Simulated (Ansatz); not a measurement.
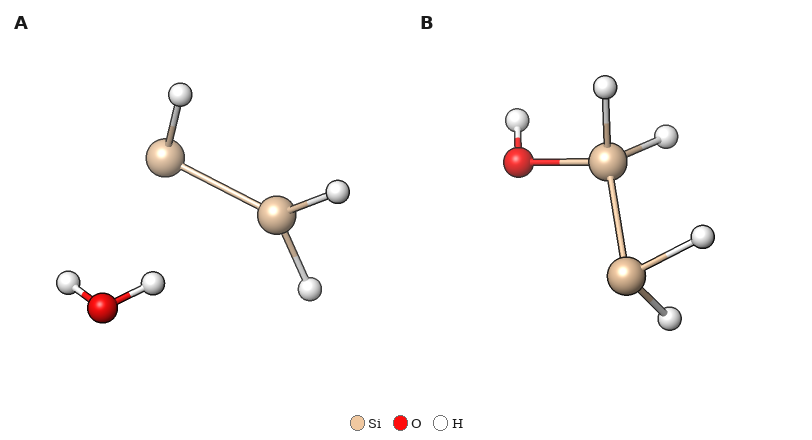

2 stationary structures of one formula. State: charge −1, singlet. Geometries: PBE-D4/def2-SVPD. Electronic energies: PBE-D4/def2-SVPD (Ansatz 0.2.0), without zero-point energy. No frequency run is at hand to confirm each as a minimum. Each is one conformer, not always the lowest.

Which structure is the most stable?

Answer. B is lowest (C1); A lies 1.308 eV above it (C1).
